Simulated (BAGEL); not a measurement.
**triplet BBrCl2: levels of theory compared**

We compute a comparison of 4 runs (ROHF/cc-pVDZ, UHF/cc-pVDZ, ROHF/6-31G*, UHF/6-31G*) of triplet BBrCl2. 

The results are computed with BAGEL 1.2.2.

2 further runs of the same task are left out: 2 set aside as unsound or not needed.

**1. The molecule**

BBrCl2 has 4 atoms, charge 0, and is taken as a triplet. SMILES of the parent species: `ClB(Cl)Br`. Geometry: relaxed at PBE0-D4/def2-TZVP. That shape belongs to the parent species and isn't relaxed for this state.

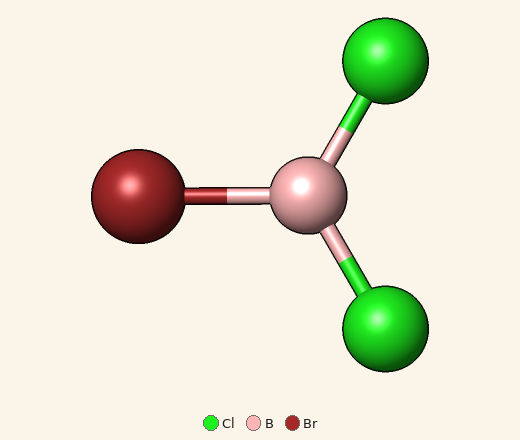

The structure, seen from a chosen angle (chlorine green, boron pink, bromine red).

**2. A single-point energy at ROHF/cc-pVDZ (density fitting with qzvpp-jkfit) (run 1)**

hf.json

```json
{ "bagel": [

{
  "title": "molecule",
  "basis": "cc-pvdz.json",
  "df_basis": "qzvpp-jkfit",
  "angstrom": true,
  "geometry": [
    { "atom": "Cl", "xyz": [    0.582100,    0.666000,    1.510800 ] },
    { "atom": "B", "xyz": [    0.037200,   -0.038100,    0.022100 ] },
    { "atom": "Cl", "xyz": [    0.444300,   -1.679200,   -0.365600 ] },
    { "atom": "Br", "xyz": [   -1.008100,    0.991100,   -1.187600 ] }
  ]
},
{
  "title": "rohf",
  "nopen": 2
},
{
  "title": "print",
  "file": "orbitals.molden",
  "orbitals": true
}

]}
```

The basis set cc-pVDZ is read from a file made from the Basis Set Exchange's data (not shown).

Run with:

```console
$ BAGEL_NUM_THREADS=1 BAGEL hf.json > hf.out
```

Log:

```text
* using 1 threads per process

  ===============================================================
  ===============================================================

  *** Geometry ***

  { "atom" : "Cl", "xyz" : [      1.100010,      1.258558,      2.854998 ] },
  { "atom" : "B", "xyz" : [      0.070298,     -0.071999,      0.041763 ] },
  { "atom" : "Cl", "xyz" : [      0.839605,     -3.173228,     -0.690884 ] },
  { "atom" : "Br", "xyz" : [     -1.905033,      1.872908,     -2.244239 ] },

  Number of auxiliary basis functions:      597

  Since a DF basis is specified, we compute 2- and 3-index integrals:
    o Being stored without compression. Storage requirement is 0.028 GB

  Number of basis functions:       77
  Number of electrons      :       74

    * METHOD: MOLECULE                             0.31

  *** Open-shell HF ***

  === Nuclear Repulsion ===
   351.4092291196

      * DIIS with orbital gradients will be used.

  === ROHF iteration (cc-pvdz.json) ===
      0      -3515.91103678          0.01377098           0.26
      1      -3515.96662062          0.00608040           0.27
      2      -3515.97850000          0.00307001           0.25
      3      -3515.98232288          0.00114025           0.26
      4      -3515.98424679          0.00057116           0.25
      5      -3515.98492367          0.00021544           0.26
      6      -3515.98505053          0.00005457           0.27
      7      -3515.98507489          0.00001885           0.26
      8      -3515.98507338          0.00000703           0.27
      9      -3515.98507323          0.00000197           0.27
     10      -3515.98507245          0.00000080           0.26
     11      -3515.98507241          0.00000015           0.27
     12      -3515.98507238          0.00000010           0.26
     13      -3515.98507238          0.00000006           0.27
     14      -3515.98507237          0.00000005           0.27
     15      -3515.98507237          0.00000003           0.26
     16      -3515.98507237          0.00000001           0.27
     17      -3515.98507237          0.00000001           0.26
    * SCF iteration converged.

    * S^2 (ROHF) is 2.0000

    * Permanent dipole moment:
           (    1.107730,    -1.090997,     1.282052) a.u.

    * METHOD: ROHF                                 4.99

    * METHOD: PRINT                                0.01

  ===============================================================
```

Wall time 5.7 s (1 thread of Arm Neoverse V2, shared host).

**3. A single-point energy at UHF/cc-pVDZ (density fitting with qzvpp-jkfit) (run 2)**

job.json

```json
{ "bagel" : [

{
  "title" : "molecule",
  "basis" : "cc-pvdz.json",
  "df_basis" : "qzvpp-jkfit",
  "angstrom" : "true",
  "geometry" : [
    { "atom" : "Cl", "xyz" : [       0.582100,       0.666000,       1.510800 ] },
    { "atom" : "B", "xyz" : [       0.037200,      -0.038100,       0.022100 ] },
    { "atom" : "Cl", "xyz" : [       0.444300,      -1.679200,      -0.365600 ] },
    { "atom" : "Br", "xyz" : [      -1.008100,       0.991100,      -1.187600 ] }
  ]
},

{ "title" : "uhf", "nopen" : 2 },

{ "title" : "print", "file" : "orbitals.molden", "orbitals" : "true" }

]}
```

The basis set cc-pVDZ is read from a file made from the Basis Set Exchange's data (not shown).

Run with:

```console
$ BAGEL_NUM_THREADS=1 BAGEL job.json > job.out
```

Log:

```text
* using 1 threads per process

  ===============================================================
  ===============================================================

  *** Geometry ***

  { "atom" : "Cl", "xyz" : [      1.100010,      1.258558,      2.854998 ] },
  { "atom" : "B", "xyz" : [      0.070298,     -0.071999,      0.041763 ] },
  { "atom" : "Cl", "xyz" : [      0.839605,     -3.173228,     -0.690884 ] },
  { "atom" : "Br", "xyz" : [     -1.905033,      1.872908,     -2.244239 ] },

  Number of auxiliary basis functions:      597

  Since a DF basis is specified, we compute 2- and 3-index integrals:
    o Being stored without compression. Storage requirement is 0.028 GB

  Number of basis functions:       77
  Number of electrons      :       74

    * METHOD: MOLECULE                             0.31

  *** Open-shell HF ***

  === Nuclear Repulsion ===
   351.4092291196

      * DIIS with orbital gradients will be used.

  === UHF iteration (cc-pvdz.json) ===
      0      -3515.91103678          0.01377098           0.26
      1      -3515.97379779          0.00594790           0.26
      2      -3515.98636848          0.00289761           0.26
      3      -3515.98963667          0.00106809           0.26
      4      -3515.99160256          0.00055775           0.26
      5      -3515.99224496          0.00024781           0.26
      6      -3515.99236812          0.00005908           0.26
      7      -3515.99237541          0.00002218           0.26
      8      -3515.99237745          0.00000831           0.26
      9      -3515.99237810          0.00000378           0.26
     10      -3515.99237825          0.00000122           0.26
     11      -3515.99237827          0.00000051           0.26
     12      -3515.99237827          0.00000012           0.26
     13      -3515.99237827          0.00000008           0.26
     14      -3515.99237827          0.00000005           0.26
     15      -3515.99237827          0.00000003           0.27
     16      -3515.99237827          0.00000002           0.26
     17      -3515.99237827          0.00000001           0.26
     18      -3515.99237827          0.00000001           0.26
    * SCF iteration converged.

    * S^2 (UHF) is 2.0198

    * Permanent dipole moment:
           (    1.105967,    -1.089209,     1.279950) a.u.

    * METHOD: UHF                                  5.22

    * METHOD: PRINT                                0.01

  ===============================================================
```

Wall time 5.7 s (1 thread of Arm Neoverse V2, shared host).

Run 3 isn't shown in full; the table further down has it.

**4. The energy at UHF/6-31G(d) (density fitting with qzvpp-jkfit, spherical functions) (run 4)**

Changes to hf.json since step 2:

```diff
@@ -4,3 +4,3 @@
   "title": "molecule",
-  "basis": "cc-pvdz.json",
+  "basis": "6-31gs.json",
   "df_basis": "qzvpp-jkfit",
@@ -14,11 +14,4 @@
 },
-{
-  "title": "rohf",
-  "nopen": 2
-},
-{
-  "title": "print",
-  "file": "orbitals.molden",
-  "orbitals": true
-}
+{ "title": "uhf", "nopen": 2 },
+{ "title": "print", "file": "orbitals.molden", "orbitals": true }
```

The basis set 6-31G* is read from a file made from the Basis Set Exchange's data (not shown).

Run with:

```console
$ BAGEL_NUM_THREADS=1 BAGEL hf.json > hf.out
```

Log:

```text
* using 1 threads per process

  ===============================================================
  ===============================================================

  *** Geometry ***

  { "atom" : "Cl", "xyz" : [      1.100010,      1.258558,      2.854998 ] },
  { "atom" : "B", "xyz" : [      0.070298,     -0.071999,      0.041763 ] },
  { "atom" : "Cl", "xyz" : [      0.839605,     -3.173228,     -0.690884 ] },
  { "atom" : "Br", "xyz" : [     -1.905033,      1.872908,     -2.244239 ] },

  Number of auxiliary basis functions:      597

  Since a DF basis is specified, we compute 2- and 3-index integrals:
    o Being stored without compression. Storage requirement is 0.032 GB

  Number of basis functions:       82
  Number of electrons      :       74

    * METHOD: MOLECULE                             0.35

  *** Open-shell HF ***

  === Nuclear Repulsion ===
   351.4092291196

      * DIIS with orbital gradients will be used.

  === UHF iteration (6-31gs.json) ===
      0      -3515.59994995          0.01048491           0.28
      1      -3515.64224174          0.00372648           0.28
      2      -3515.65137550          0.00226568           0.28
      3      -3515.65486184          0.00122797           0.28
      4      -3515.65850811          0.00087101           0.28
      5      -3515.66096074          0.00043612           0.28
      6      -3515.66163717          0.00017545           0.29
      7      -3515.66165608          0.00003501           0.28
      8      -3515.66166319          0.00002073           0.28
      9      -3515.66166486          0.00000471           0.28
     10      -3515.66166517          0.00000190           0.28
     11      -3515.66166524          0.00000071           0.28
     12      -3515.66166527          0.00000037           0.28
     13      -3515.66166527          0.00000013           0.28
     14      -3515.66166527          0.00000005           0.28
     15      -3515.66166527          0.00000003           0.28
     16      -3515.66166527          0.00000002           0.28
     17      -3515.66166527          0.00000001           0.28
     18      -3515.66166527          0.00000001           0.28
    * SCF iteration converged.

    * S^2 (UHF) is 2.0196

    * Permanent dipole moment:
           (    1.162276,    -1.144546,     1.344988) a.u.

    * METHOD: UHF                                  5.63

    * METHOD: PRINT                                0.01

  ===============================================================
```

Run time: 6.3 s. Hardware: 1 thread of Arm Neoverse V2, shared host.

**5. The series**

```csv
run,level,energy (Eh),dipole moment (D),⟨S²⟩,wall time
1,ROHF/cc-pVDZ (density fitting with qzvpp-jkfit),-3515.985072,5.12,2.000,5.7 s
2,UHF/cc-pVDZ (density fitting with qzvpp-jkfit),-3515.992378,5.11,2.020,5.7 s
3,"ROHF/6-31G* (density fitting with qzvpp-jkfit, spherical functions)",-3515.654286,5.38,2.000,6.3 s
4,"UHF/6-31G* (density fitting with qzvpp-jkfit, spherical functions)",-3515.661665,5.37,2.020,6.3 s
```

**6. What came out**

```
            quantity           value
 run 4: total energy  -3515.66167 Eh
run 4: dipole moment          5.37 D
         run 4: ⟨S²⟩           2.020
```

In words: The dipole moment (its size) runs from 5.11 D (UHF/cc-pVDZ) to 5.38 D (ROHF/6-31G*). The two ends differ in method and basis. All runs together took 24 s, the longest 6.3 s.
